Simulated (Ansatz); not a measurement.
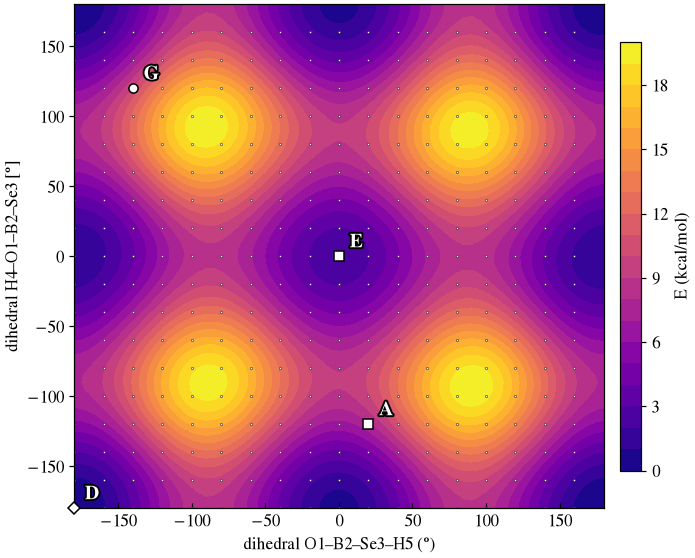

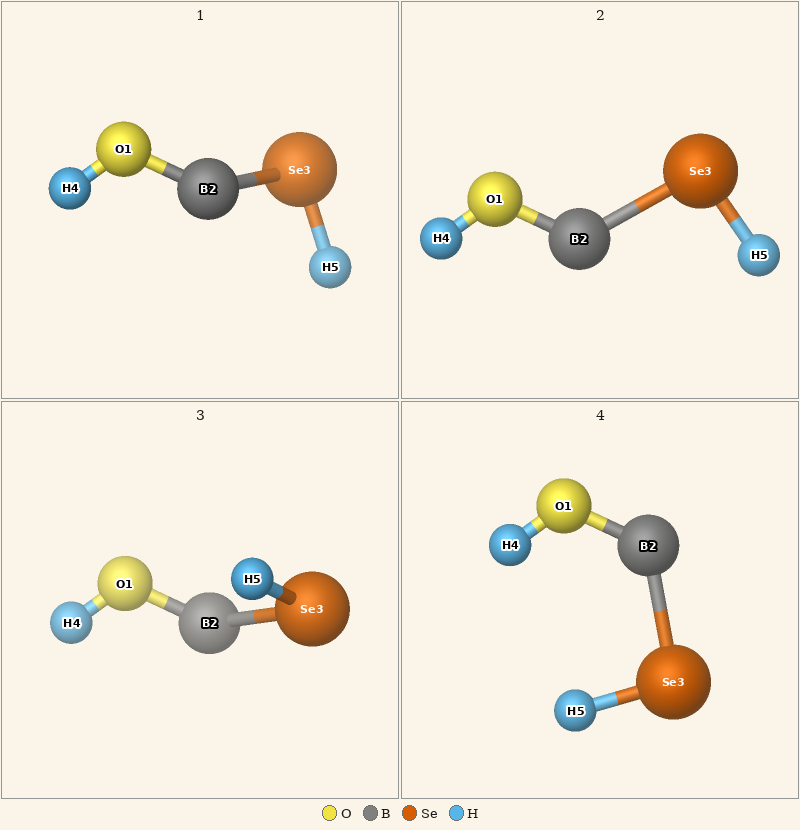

BH₂OSe, SMILES O[B][SeH], spin multiplicity 2. Coordinates scanned: (1) dihedral O1–B2–Se3–H5; (2) dihedral H4–O1–B2–Se3. Nothing is relaxed (all other coordinates rigid). Grid: 18 × 18 points; 164 points were computed and 160 follow by symmetry. Energies are in kcal/mol, from the lowest grid point. All numbers below come from Ansatz, UHF/def2-TZVP.

Drawn: filled contours, dots at the grid points, lettered points. Between grid points the surface is interpolated. The numbered pictures are the structures at these points, in random order.

Q: Which structure belongs to which point?

A: A is structure 3: dihedral O1–B2–Se3–H5 = 20°, dihedral H4–O1–B2–Se3 = −120°, 7.7 kcal/mol; D is structure 2: dihedral O1–B2–Se3–H5 = −180°, dihedral H4–O1–B2–Se3 = −180°, 0.0 kcal/mol; E is structure 4: dihedral O1–B2–Se3–H5 = 0°, dihedral H4–O1–B2–Se3 = 0°, 2.2 kcal/mol; G is structure 1: dihedral O1–B2–Se3–H5 = −140°, dihedral H4–O1–B2–Se3 = 120°, 10.0 kcal/mol.
